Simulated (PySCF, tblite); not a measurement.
# C₂H₄Si: bond homolysis

What do calculations give for the bond homolysis of C₂H₄Si (`C#C[SiH3]`)?

Programs: tblite 0.8.0 and PySCF 2.14.0, with routines of our own; each step states its level. All values are computed. Atoms count from 0.

## (1) The system as given

7 atoms, charge 0, multiplicity 1; geometry from: start built from the parent or by distance geometry.

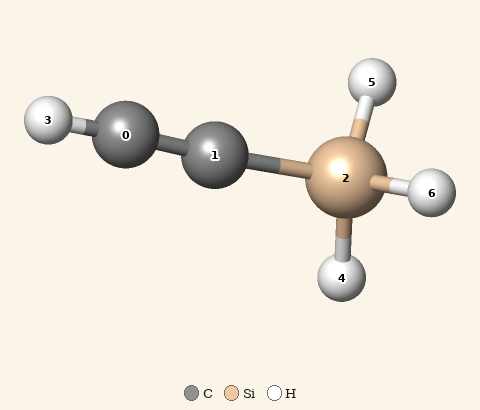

The starting geometry (carbon grey, silicon light orange, hydrogen white).

## (2) Relaxing the molecule with GFN2-xTB

Job settings and geometry (Å):

```
{"job": {"kind": "relax", "xc": "GFN2-xTB", "basis": "xTB"}, "charge": 0, "multiplicity": 1}
C      1.956500    -0.120700    -0.081400
C      0.726300    -0.019500     0.020400
Si    -1.051700     0.067900     0.244000
H      3.008100    -0.179600    -0.198800
H     -1.635400     0.598300    -0.987800
H     -1.534200    -1.305500     0.531100
H     -1.463000     0.969000     1.317800
```

Command:

```console
$ OMP_NUM_THREADS=1 python redox_run.py task.json out
```

The driver reads the jobs from task.json and runs them one after another.

What it wrote:

```text
step      E/eV     max force
  0    -216.65824    4.917
  1    -216.32165   12.240
  2    -216.76486    0.833
  3    -216.76871    0.183
  4    -216.77025    0.195
  5    -216.77209    0.357
  6    -216.77472    0.384
  7    -216.77637    0.205
  8    -216.77720    0.085
  9    -216.77767    0.111
 10    -216.77801    0.105
 11    -216.77828    0.061
 12    -216.77847    0.052
 13    -216.77863    0.070
 14    -216.77881    0.085
 15    -216.77898    0.058
 16    -216.77908    0.026
 17    -216.77912    0.028
 18    -216.77917    0.038
 19    -216.77926    0.048
 20    -216.77940    0.060
 21    -216.77957    0.053
 22    -216.77968    0.024
 23    -216.77971    0.014
 24    -216.77972    0.012
 25    -216.77974    0.017
 26    -216.77976    0.020
 27    -216.77977    0.012
 28    -216.77978    0.005
```

Run time: 0.09 s. Hardware: 1 thread of Arm Neoverse V1, shared host.

The steps of the relaxation: (the energy doesn't fall at every step)

```
step  energy from step 0 (eV)  largest force (eV/Å)
   0                   0.0000                4.9169
   1                   0.3366               12.2401
   2                  -0.1066                0.8326
   3                  -0.1105                0.1833
   4                  -0.1120                0.1945
   5                  -0.1138                0.3566
   6                  -0.1165                0.3839
   7                  -0.1181                0.2048
   8                  -0.1190                0.0851
   9                  -0.1194                0.1115
  10                  -0.1198                0.1050
  11                  -0.1200                0.0614
  12                  -0.1202                0.0518
  13                  -0.1204                0.0703
  14                  -0.1206                0.0846
  15                  -0.1207                0.0577
  16                  -0.1208                0.0264
  17                  -0.1209                0.0282
  18                  -0.1209                0.0383
  19                  -0.1210                0.0481
  20                  -0.1212                0.0604
  21                  -0.1213                0.0526
  22                  -0.1214                0.0236
  23                  -0.1215                0.0139
  24                  -0.1215                0.0124
  25                  -0.1215                0.0175
  26                  -0.1215                0.0200
  27                  -0.1215                0.0122
  28                  -0.1215                0.0046
```

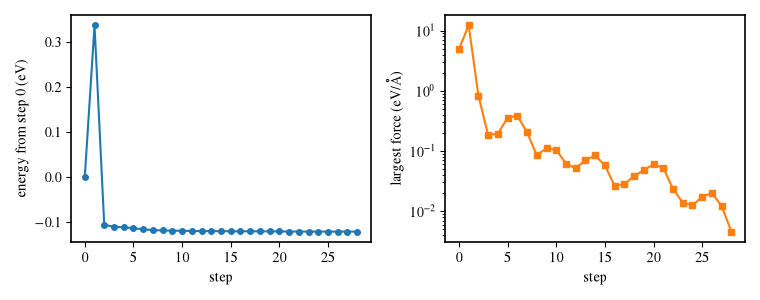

Energy and force, step by step.

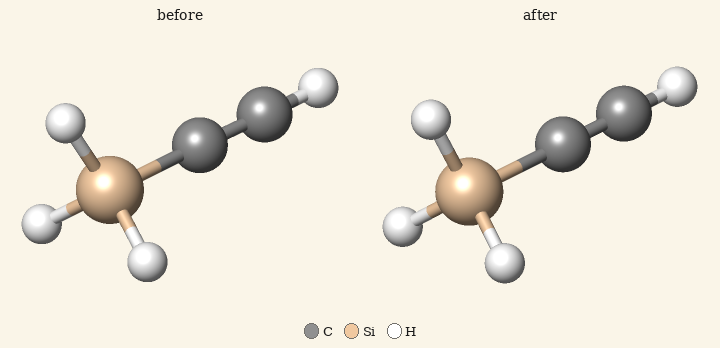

Before and after, at one scale.

Distances of close pairs at the start and the end, largest changes first:

```
  bond  before (Å)  after (Å)  change (Å)
C1–Si2       1.794      1.848      +0.054
 C0–C1       1.239      1.202      -0.036
Si2–H5       1.484      1.465      -0.018
 C0–H3       1.060      1.053      -0.007
Si2–H6       1.461      1.465      +0.004
Si2–H4       1.463      1.465      +0.003
```

The next job starts from the end point, and lists it.

## (3) Infrared spectrum with GFN2-xTB

Job settings and geometry (Å):

```
{"job": {"kind": "ir", "xc": "GFN2-xTB", "basis": "xTB"}, "charge": 0, "multiplicity": 1}
C      1.948005    -0.100499    -0.080808
C      0.753859    -0.037807     0.043185
Si    -1.082268     0.058140     0.233099
H      2.993476    -0.154790    -0.190253
H     -1.645047     0.568795    -1.019725
H     -1.582305    -1.289885     0.515643
H     -1.379053     0.965855     1.344296
```

What it wrote:

```text
mode    cm-1     km/mol
  1     213.7      1.92
  2     213.8      1.90
  3     532.8     72.30
  4     533.0     72.40
  5     674.5      3.66
  6     683.0     40.91
  7     683.0     41.08
  8     785.4    188.76
  9     785.7    188.72
 10     794.4    488.10
 11    2211.5     43.59
 12    2245.0    438.93
 13    2245.6    438.63
 14    2259.3     92.92
 15    3351.8      2.63
ZPE 108.935  H(298)-E 124.337  G(298)-E 42.896 kJ/mol  S 273.16 J/(mol K)
```

Wall time 0.12 s (1 thread of Arm Neoverse V1, shared host).

Which atoms move in the most intense modes:

```
cm⁻¹  km/mol                                atoms
 533    72.3            H4 45 %, H6 28 %, C1 12 %
 533    72.4            H5 47 %, H6 23 %, C1 12 %
 785   188.8            H6 59 %, H5 19 %, H4 18 %
 786   188.7                     H4 46 %, H5 45 %
 794   488.1  H4 27 %, H5 27 %, H6 27 %, Si2 16 %
2245   438.9                     H4 53 %, H5 43 %
2246   438.6            H6 61 %, H5 22 %, H4 13 %
2259    92.9            H6 35 %, H5 32 %, H4 31 %
```

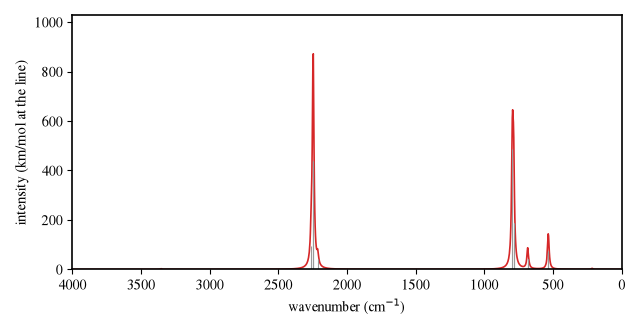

The infrared spectrum from these modes, unscaled. Lines are broadened to a width of 14 cm⁻¹ (Lorentzian).

## (4) Relaxing the molecule at PBE0-D3(BJ)/def2-SVP

Settings changed since step 3:

```diff
@@ -1,2 +1,2 @@
-{"job": {"kind": "ir", "xc": "GFN2-xTB", "basis": "xTB"}, "charge": 0, "multiplicity": 1}
+{"job": {"xc": "PBE0", "basis": "def2-SVP", "d3": "d3bj", "grid": 1, "kind": "geom"}, "charge": 0, "multiplicity": 1}
 C      1.948005    -0.100499    -0.080808
```

What it wrote:

```text
step   0  E = -367.66149409  max force = 0.034277
step   1  E = -367.66323732  max force = 0.002157
step   2  E = -367.66325065  max force = 0.000149
optimisation converged
```

It took 3.6 s on 1 thread of Arm Neoverse V1, shared host.

Along the way:

```
step  energy from step 0 (eV)  largest force component (eV/Å)
   0                   0.0000                          1.7626
   1                  -0.0474                          0.1109
   2                  -0.0478                          0.0077
```

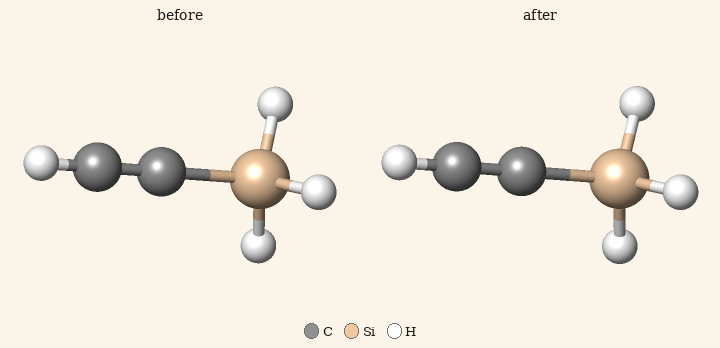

Before and after, at one scale.

Close pairs (by a distance rule), those that changed most:

```
  bond  before (Å)  after (Å)  change (Å)
Si2–H6       1.465      1.492      +0.027
Si2–H5       1.465      1.492      +0.026
Si2–H4       1.465      1.492      +0.026
 C0–H3       1.053      1.076      +0.023
C1–Si2       1.848      1.834      -0.015
 C0–C1       1.202      1.217      +0.014
```

The final coordinates are the input of the step that follows.

```
                         at the end point                 value
  point group (found at 0.08 Å tolerance)                   C3v
rotational constants (GHz, main isotopes)  84.509, 4.772, 4.772
                        dipole moment (D)                  0.41
```

## (5) Harmonic vibrations (C2H4Si): PBE0-D3(BJ)/def2-SVP

Job settings and geometry (Å):

```
{"job": {"xc": "PBE0", "basis": "def2-SVP", "d3": "d3bj", "grid": 2, "kind": "hessian"}, "charge": 0, "multiplicity": 1}
C      1.964733    -0.104413    -0.082987
C      0.756322    -0.040172     0.043298
Si    -1.064974     0.059310     0.232640
H      3.033323    -0.160945    -0.194497
H     -1.668501     0.580176    -1.028227
H     -1.609997    -1.299058     0.520918
H     -1.398446     0.978109     1.359570
```

What it wrote:

```text
coarse grid: 6280 points
cycle   1  E = -367.5905127919  dE =  4.098e-02  |g| = 2.918e-01  |ddm| = 2.633e+00
cycle   2  E = -367.5889634686  dE =  1.549e-03  |g| = 2.951e-01  |ddm| = 6.680e-01
cycle   3  E = -367.6109540383  dE = -2.199e-02  |g| = 1.088e-01  |ddm| = 3.329e-01
cycle   4  E = -367.6138658187  dE = -2.912e-03  |g| = 2.580e-02  |ddm| = 9.601e-02
cycle   5  E = -367.6140589136  dE = -1.931e-04  |g| = 2.395e-03  |ddm| = 2.596e-02
cycle   6  E = -367.6140609602  dE = -2.047e-06  |g| = 2.380e-04  |ddm| = 3.623e-03
final grid: 55832 points
cycle   7  E = -367.6632436653  dE = -6.751e-06  |g| = 2.619e-03  |ddm| = 1.223e-02
cycle   8  E = -367.6632439418  dE = -2.766e-07  |g| = 2.494e-03  |ddm| = 5.738e-03
cycle   9  E = -367.6632459284  dE = -1.987e-06  |g| = 1.018e-04  |ddm| = 2.742e-03
cycle  10  E = -367.6632459285  dE = -7.037e-11  |g| = 1.088e-04  |ddm| = 1.938e-04
cycle  11  E = -367.6632459316  dE = -3.109e-09  |g| = 2.252e-05  |ddm| = 9.514e-05
cycle  12  E = -367.6632459317  dE = -1.329e-10  |g| = 2.418e-06  |ddm| = 2.733e-05
cycle  13  E = -367.6632459317  dE = -1.251e-12  |g| = 1.308e-07  |ddm| = 3.858e-06
converged SCF energy = -367.6632459317

mode    cm-1
  1     240.7
  2     240.7
  3     642.7
  4     681.2
  5     681.4
  6     747.6
  7     747.6
  8     929.0
  9     940.9
 10     941.0
 11    2169.8
 12    2246.1
 13    2248.7
 14    2248.8
 15    3473.9
ZPE 114.723  H(298)-E 129.127  G(298)-E 49.299 kJ/mol  S 267.74 J/(mol K)
```

Wall time 37 s (1 thread of Arm Neoverse V1, shared host); peak memory 0.94 GiB.

Zero-point energy 114.72 kJ/mol (xTB gave 108.94).

## (6) Single point (C2H4Si): M06-2X/def2-TZVP

Geometry: PBE0-D3(BJ)/def2-SVP.

Settings changed since step 5:

```diff
@@ -1,2 +1,2 @@
-{"job": {"xc": "PBE0", "basis": "def2-SVP", "d3": "d3bj", "grid": 2, "kind": "hessian"}, "charge": 0, "multiplicity": 1}
+{"job": {"kind": "sp", "xc": "M06-2X", "basis": "def2-TZVP", "grid": 3}, "charge": 0, "multiplicity": 1}
 C      1.964733    -0.104413    -0.082987
```

What it wrote:

```text
coarse grid: 26664 points
cycle   1  E = -367.9929178225  dE =  9.595e-02  |g| = 2.962e-01  |ddm| = 2.201e+00
cycle   2  E = -368.0031831389  dE = -1.027e-02  |g| = 2.261e-01  |ddm| = 3.485e-01
cycle   3  E = -368.0148534577  dE = -1.167e-02  |g| = 7.659e-02  |ddm| = 2.160e-01
cycle   4  E = -368.0159935165  dE = -1.140e-03  |g| = 3.588e-02  |ddm| = 6.489e-02
cycle   5  E = -368.0163202371  dE = -3.267e-04  |g| = 3.470e-03  |ddm| = 2.767e-02
cycle   6  E = -368.0163235941  dE = -3.357e-06  |g| = 5.959e-04  |ddm| = 4.325e-03
final grid: 86648 points
cycle   7  E = -368.0161520670  dE = -6.071e-06  |g| = 1.223e-03  |ddm| = 1.320e-02
cycle   8  E = -368.0161522370  dE = -1.700e-07  |g| = 6.024e-04  |ddm| = 2.010e-03
cycle   9  E = -368.0161522798  dE = -4.283e-08  |g| = 2.651e-04  |ddm| = 5.925e-04
cycle  10  E = -368.0161522951  dE = -1.525e-08  |g| = 1.160e-04  |ddm| = 1.928e-04
cycle  11  E = -368.0161522983  dE = -3.281e-09  |g| = 2.360e-05  |ddm| = 9.388e-05
converged SCF energy = -368.0161522983
```

Run time: 6.8 s. Hardware: 1 thread of Arm Neoverse V1, shared host; peak memory 0.56 GiB.

## (7) Geometry optimisation with GFN2-xTB

This step treats C2H3Si radical, labelled `[C]#C[SiH3]` (the label fixes atoms and charge, not where charge and spin sit).

Job settings and geometry (Å):

```
{"job": {"kind": "relax", "xc": "GFN2-xTB", "basis": "xTB"}, "charge": 0, "multiplicity": 2}
C      1.981000    -0.110500    -0.088300
C      0.745600    -0.031500     0.020300
Si    -1.047500     0.051700     0.235800
H     -1.671000     0.594800    -1.048800
H     -1.613200    -1.302900     0.532300
H     -1.409400     0.976400     1.350800
```

What it wrote:

```text
step      E/eV     max force
  0    -199.80019    5.175
  1    -199.47879   12.610
  2    -199.96875    0.911
  3    -199.97948    0.355
  4    -199.98496    0.376
  5    -199.98679    0.324
  6    -199.98932    0.132
  7    -199.99016    0.113
  8    -199.99131    0.135
  9    -199.99225    0.139
 10    -199.99275    0.069
 11    -199.99284    0.015
 12    -199.99285    0.011
 13    -199.99286    0.010
```

Run time: 0.04 s. Hardware: 1 thread of Arm Neoverse V1, shared host.

The steps of the relaxation: (the energy doesn't fall at every step)

```
step  energy from step 0 (eV)  largest force (eV/Å)
   0                   0.0000                5.1749
   1                   0.3214               12.6102
   2                  -0.1686                0.9111
   3                  -0.1793                0.3548
   4                  -0.1848                0.3763
   5                  -0.1866                0.3237
   6                  -0.1891                0.1323
   7                  -0.1900                0.1132
   8                  -0.1911                0.1347
   9                  -0.1921                0.1388
  10                  -0.1926                0.0690
  11                  -0.1927                0.0146
  12                  -0.1927                0.0112
  13                  -0.1927                0.0101
```

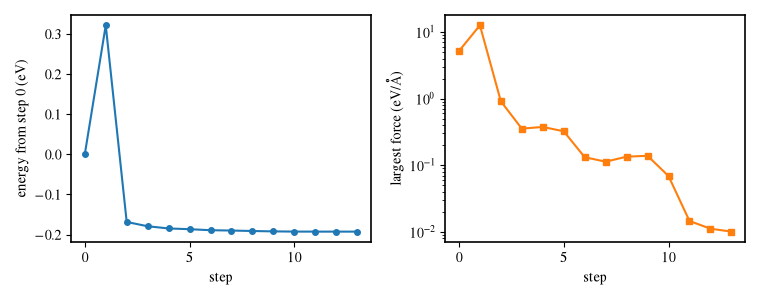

Energy and largest force along the relaxation.

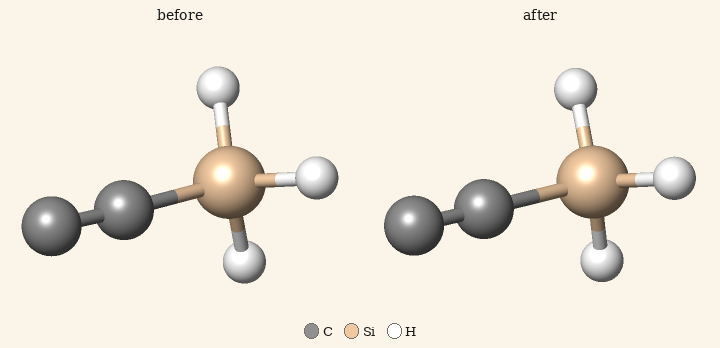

The geometry before (left) and after (right).

Close pairs (by a distance rule), those that changed most:

```
  bond  before (Å)  after (Å)  change (Å)
Si2–H3       1.528      1.464      -0.064
C1–Si2       1.808      1.869      +0.061
 C0–C1       1.243      1.198      -0.044
Si2–H4       1.498      1.464      -0.034
Si2–H5       1.493      1.464      -0.029
```

The final coordinates are the input of the step that follows.

## (8) Vibrational analysis with GFN2-xTB

Job settings and geometry (Å):

```
{"job": {"kind": "ir", "xc": "GFN2-xTB", "basis": "xTB"}, "charge": 0, "multiplicity": 2}
C      1.934744    -0.105645    -0.087278
C      0.744109    -0.036988     0.031119
Si    -1.111270     0.063694     0.231215
H     -1.635988     0.576308    -1.035563
H     -1.575768    -1.295117     0.515772
H     -1.370446     0.975680     1.346798
```

What it wrote:

```text
mode    cm-1     km/mol
  1     173.6      0.09
  2     173.7      0.09
  3     477.2     35.07
  4     480.1     35.56
  5     637.2     23.39
  6     765.2    195.55
  7     769.0    233.76
  8     770.5    422.92
  9    2226.6     10.84
 10    2262.5    375.43
 11    2264.3    376.10
 12    2269.9     29.77
ZPE 79.372  H(298)-E 94.782  G(298)-E 11.301 kJ/mol  S 280.00 J/(mol K)
```

It took 0.11 s on 1 thread of Arm Neoverse V1, shared host.

Which atoms move in the most intense modes:

```
cm⁻¹  km/mol                                atoms
 477    35.1                     H5 54 %, H4 29 %
 480    35.6                     H3 53 %, H4 30 %
 765   195.6                     H3 59 %, H4 29 %
 769   233.8            H5 49 %, H4 29 %, H3 16 %
 770   422.9  H4 35 %, H5 35 %, H3 18 %, Si2 11 %
2262   375.4                     H5 64 %, H4 29 %
2264   376.1                     H3 57 %, H4 33 %
2270    29.8            H3 35 %, H4 34 %, H5 27 %
```

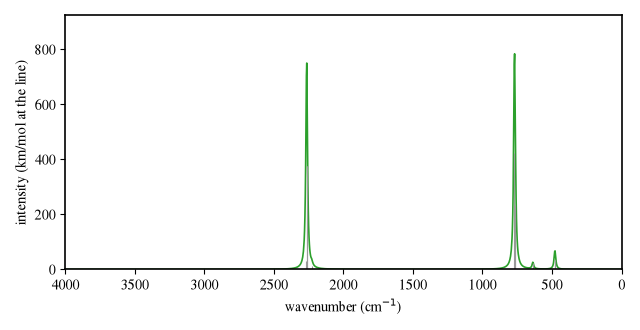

The infrared spectrum from these modes, unscaled. Lines are broadened to a width of 14 cm⁻¹ (Lorentzian).

## (9) Relaxing the molecule at PBE0-D3(BJ)/def2-SVP

This step treats C₂H₃Si radical, labelled `[C]#C[SiH3]` (the label fixes atoms and charge, not where charge and spin sit).

Settings changed since step 8:

```diff
@@ -1,2 +1,2 @@
-{"job": {"kind": "ir", "xc": "GFN2-xTB", "basis": "xTB"}, "charge": 0, "multiplicity": 2}
+{"job": {"xc": "PBE0", "basis": "def2-SVP", "d3": "d3bj", "grid": 1, "kind": "geom"}, "charge": 0, "multiplicity": 2}
 C      1.934744    -0.105645    -0.087278
```

What it wrote:

```text
step   0  E = -366.94456829  max force = 0.059044
step   1  E = -366.94717211  max force = 0.002960
step   2  E = -366.94687934  max force = 0.005282
step   3  E = -366.94718722  max force = 0.001970
step   4  E = -366.94723216  max force = 0.000463
step   5  E = -366.94723291  max force = 0.000373
optimisation converged
```

Run time: 9.6 s. Hardware: 1 thread of Arm Neoverse V1, shared host.

The steps of the relaxation: (the energy doesn't fall at every step)

```
step  energy from step 0 (eV)  largest force component (eV/Å)
   0                   0.0000                          3.0362
   1                  -0.0709                          0.1522
   2                  -0.0629                          0.2716
   3                  -0.0713                          0.1013
   4                  -0.0725                          0.0238
   5                  -0.0725                          0.0192
```

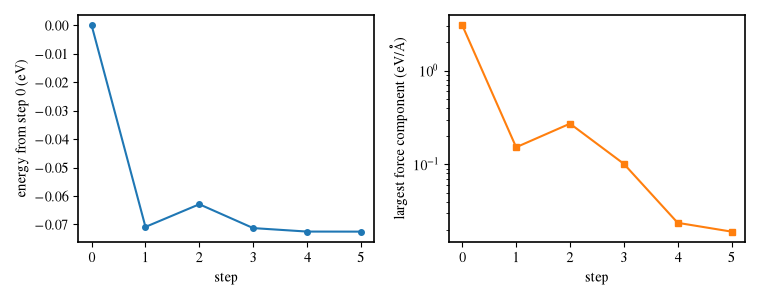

Energy and largest force along the relaxation.

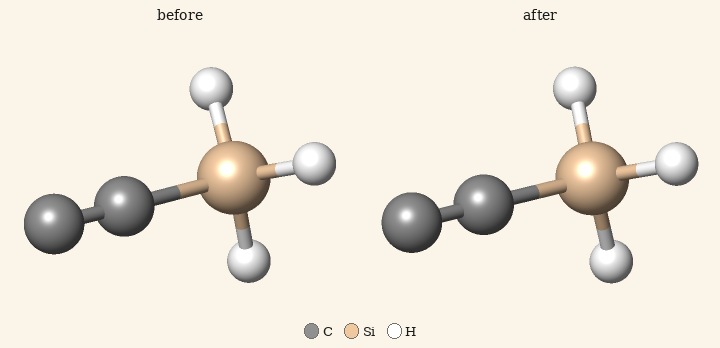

The geometry before (left) and after (right).

Distances of close pairs at the start and the end, largest changes first:

```
  bond  before (Å)  after (Å)  change (Å)
C1–Si2       1.869      1.838      -0.031
Si2–H4       1.464      1.491      +0.027
Si2–H3       1.464      1.491      +0.027
Si2–H5       1.464      1.491      +0.026
 C0–C1       1.198      1.223      +0.024
```

The final coordinates are the input of the step that follows.

```
                         at the end point                 value
  point group (found at 0.08 Å tolerance)                   C3v
rotational constants (GHz, main isotopes)  84.197, 5.214, 5.214
                        dipole moment (D)                  0.64
                                     ⟨S²⟩                 0.793
```

## (10) Harmonic vibrations (C₂H₃Si radical, [C]#C[SiH3]): PBE0-D3(BJ)/def2-SVP

Job settings and geometry (Å):

```
{"job": {"xc": "PBE0", "basis": "def2-SVP", "d3": "d3bj", "grid": 2, "kind": "hessian"}, "charge": 0, "multiplicity": 2}
C      1.968772    -0.133944    -0.085998
C      0.754374    -0.059201     0.035246
Si    -1.069107     0.067884     0.224641
H     -1.655646     0.593105    -1.041009
H     -1.619375    -1.286883     0.514706
H     -1.381144     0.993222     1.350709
```

What it wrote:

```text
coarse grid: 5656 points
cycle   1  E = -366.8648727549  dE =  1.033e-01  |g| = 2.304e-01  |ddm| = 1.799e+00
cycle   2  E = -366.8184971672  dE =  4.638e-02  |g| = 3.801e-01  |ddm| = 6.863e-01
cycle   3  E = -366.8903789233  dE = -7.188e-02  |g| = 1.059e-01  |ddm| = 3.484e-01
cycle   4  E = -366.8971527290  dE = -6.774e-03  |g| = 1.819e-02  |ddm| = 1.113e-01
cycle   5  E = -366.8977324894  dE = -5.798e-04  |g| = 7.445e-03  |ddm| = 4.164e-02
cycle   6  E = -366.8979301867  dE = -1.977e-04  |g| = 4.716e-03  |ddm| = 2.198e-02
cycle   7  E = -366.8980640939  dE = -1.339e-04  |g| = 1.685e-03  |ddm| = 3.007e-02
cycle   8  E = -366.8980763524  dE = -1.226e-05  |g| = 5.065e-04  |ddm| = 9.547e-03
cycle   9  E = -366.8980772436  dE = -8.912e-07  |g| = 1.310e-04  |ddm| = 2.683e-03
final grid: 50464 points
cycle  10  E = -366.9472243323  dE = -4.084e-06  |g| = 1.443e-03  |ddm| = 6.483e-03
cycle  11  E = -366.9472235298  dE =  8.024e-07  |g| = 2.011e-03  |ddm| = 3.074e-03
cycle  12  E = -366.9472254875  dE = -1.958e-06  |g| = 6.615e-04  |ddm| = 1.868e-03
cycle  13  E = -366.9472257620  dE = -2.745e-07  |g| = 8.883e-05  |ddm| = 6.262e-04
cycle  14  E = -366.9472258025  dE = -4.054e-08  |g| = 6.006e-05  |ddm| = 4.066e-04
cycle  15  E = -366.9472258383  dE = -3.585e-08  |g| = 3.301e-05  |ddm| = 5.777e-04
cycle  16  E = -366.9472258512  dE = -1.281e-08  |g| = 1.643e-05  |ddm| = 4.171e-04
cycle  17  E = -366.9472258541  dE = -2.973e-09  |g| = 1.009e-05  |ddm| = 1.918e-04
cycle  18  E = -366.9472258556  dE = -1.489e-09  |g| = 3.767e-06  |ddm| = 1.732e-04
cycle  19  E = -366.9472258558  dE = -1.710e-10  |g| = 5.123e-07  |ddm| = 7.245e-05
cycle  20  E = -366.9472258558  dE =  5.116e-13  |g| = 1.888e-07  |ddm| = 5.509e-06
converged SCF energy = -366.9472258558

mode    cm-1
  1     203.6
  2     203.9
  3     643.6
  4     658.4
  5     658.9
  6     924.8
  7     938.9
  8     939.1
  9    2172.2
 10    2250.8
 11    2255.9
 12    2256.6
ZPE 84.377  H(298)-E 98.628  G(298)-E 17.176 kJ/mol  S 273.19 J/(mol K)
```

Run time: 44 s. Hardware: 1 thread of Arm Neoverse V1, shared host; peak memory 0.9 GiB.

Zero-point energy 84.38 kJ/mol (xTB gave 79.37).

[end of part 1 of 2]
